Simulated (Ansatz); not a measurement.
# CH3BCl (SMILES C[B]Cl) at UBHLYP/aug-cc-pVDZ

What is the vertical ionisation energy of CH3BCl at UBHLYP/aug-cc-pVDZ? 

The calculation is run with Ansatz 0.2.0.

70 further runs of the same task are left out: 70 set aside as unsound or not needed.

### Step 1. The system as given

The species is CH3BCl (6 atoms), meant as a doublet with charge 0. SMILES: `C[B]Cl`. The coordinates come from a PBE0-D4/def2-TZVP relaxation.

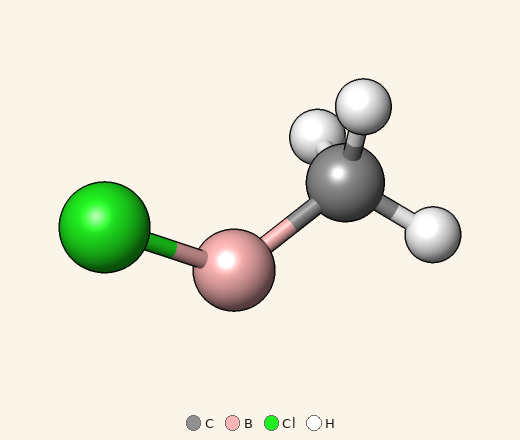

Viewed from a chosen angle; carbon grey, boron pink, chlorine green, hydrogen white.

### Step 2. A single-point energy at UBHLYP/aug-cc-pVDZ

in.yaml reads:

```yaml
crystal:
  periodic: [false, false, false]
  atoms:
    - {symbol: C, position_ang: [-0.289900, 0.325200, -0.312400]}
    - {symbol: B, position_ang: [0.195300, -1.059500, 0.167700]}
    - {symbol: Cl, position_ang: [1.467800, -1.355700, 1.297800]}
    - {symbol: H, position_ang: [-1.073500, 0.641700, 0.390700]}
    - {symbol: H, position_ang: [0.494200, 1.088800, -0.289700]}
    - {symbol: H, position_ang: [-0.752000, 0.295400, -1.300400]}
basis:
  gaussian:
    orbitals: aug-cc-pVDZ
magnetization:
  spin_polarized: true
  initial_magnetization: 1
hamiltonian:
  xc: {name: BHLYP}
accuracy: high
output:
  orbitals: {seedname: orbitals}
```

Run with:

```bash
$ ansatz run in.yaml --threads 1 --pin off --max-ram 3480MiB --events-out events.jsonl --progress --plain --runs-dir runs
```

Log:

```text
Warning: RAYON_NUM_THREADS=1 ignored (pool sized by the plan → 1); use --threads N
Functional definition: BHLYP
  name "BHLYP"
  parameter a = 0.5
  exchange = (1 - a)*b88_x + a*exact_x
  correlation = lyp_c
1975 factors; integrals over basis functions are off by at most 3.8e-9 eV
mean field evaluation 1: about -14279.0946 eV, gradient 2.9e1 eV
mean field evaluation 2: about -14280.4706 eV, gradient 2.3e1 eV
mean field evaluation 4: about -14283.3800 eV, gradient 9.9e-1 eV
mean field evaluation 8: about -14283.3867 eV, gradient 2.4e-2 eV
mean field evaluation 16: about -14283.3867 eV, gradient 1.0e-4 eV
mean field -14283.38672371 eV, -524.9047804691 hartree, gradient 6.5e-8 eV, S^2 0.752384; 0 other end points of the search recorded, 0 dependent functions left out
reference -14283.38675279 eV, -524.9047815377 hartree; 16, 15 occupied and 84, 85 virtual orbitals, 1975 factors
Total energy: -14283.38675279 eV, -524.9047815377 hartree
```

Wall time 14 s (1 thread of Arm Neoverse V1, shared host); peak memory 0.38 GiB.

### Step 3. The singlet cation at the same level

run.yaml reads:

```yaml
crystal:
  periodic: [false, false, false]
  atoms:
    - {symbol: C, position_ang: [-0.289900, 0.325200, -0.312400]}
    - {symbol: B, position_ang: [0.195300, -1.059500, 0.167700]}
    - {symbol: Cl, position_ang: [1.467800, -1.355700, 1.297800]}
    - {symbol: H, position_ang: [-1.073500, 0.641700, 0.390700]}
    - {symbol: H, position_ang: [0.494200, 1.088800, -0.289700]}
    - {symbol: H, position_ang: [-0.752000, 0.295400, -1.300400]}
basis:
  gaussian:
    orbitals: aug-cc-pVDZ
output: {orbitals: {seedname: orbitals}}
accuracy: high
total_charge: 1
hamiltonian:
  xc: {name: BHLYP}
```

Run with:

```bash
$ ansatz run run.yaml --threads 1 --pin off --max-ram 3480MiB --events-out events.jsonl --progress --plain --runs-dir runs
```

Log:

```text
Warning: RAYON_NUM_THREADS=1 ignored (pool sized by the plan → 1); use --threads N
[... 5 set-up lines as earlier in the session ...]
1975 factors; integrals over basis functions are off by at most 3.8e-9 eV
mean field evaluation 1: about -14268.4288 eV, gradient 5.4e1 eV
mean field evaluation 2: about -14270.1223 eV, gradient 4.4e1 eV
mean field evaluation 4: about -14275.2448 eV, gradient 1.5e0 eV
mean field evaluation 8: about -14275.2508 eV, gradient 1.5e-2 eV
mean field evaluation 16: about -14275.2508 eV, gradient 3.1e-6 eV
mean field -14275.25084889 eV, -524.6057925841 hartree, gradient 4.5e-8 eV, S^2 0.000000; 0 other end points of the search recorded, 0 dependent functions left out
reference -14275.25088103 eV, -524.6057937653 hartree; 15, 15 occupied and 85, 85 virtual orbitals, 1975 factors
Total energy: -14275.25088103 eV, -524.6057937653 hartree
```

Wall time 7.2 s (1 thread of Arm Neoverse V1, shared host); peak memory 0.29 GiB.

### Step 4. Outcome

At UBHLYP/aug-cc-pVDZ:

```
                                          quantity          value
                      doublet CH3BCl: total energy  -524.90478 Eh
doublet CH3BCl: HOMO energy (highest over α and β)       -6.84 eV
 doublet CH3BCl: LUMO energy (lowest over α and β)       -0.78 eV
                              doublet CH3BCl: ⟨S²⟩          0.752
                      singlet cation: total energy  -524.60579 Eh
                       singlet cation: HOMO energy      -17.63 eV
                       singlet cation: LUMO energy       -9.27 eV
                     singlet cation: HOMO–LUMO gap        8.36 eV
vertical ionisation energy (to the singlet cation)       8.136 eV
```

**Reading.** Removing an electron at fixed nuclei costs 8.14 eV (785 kJ/mol). Only the singlet of the ionised species was computed; a triplet could lie lower.
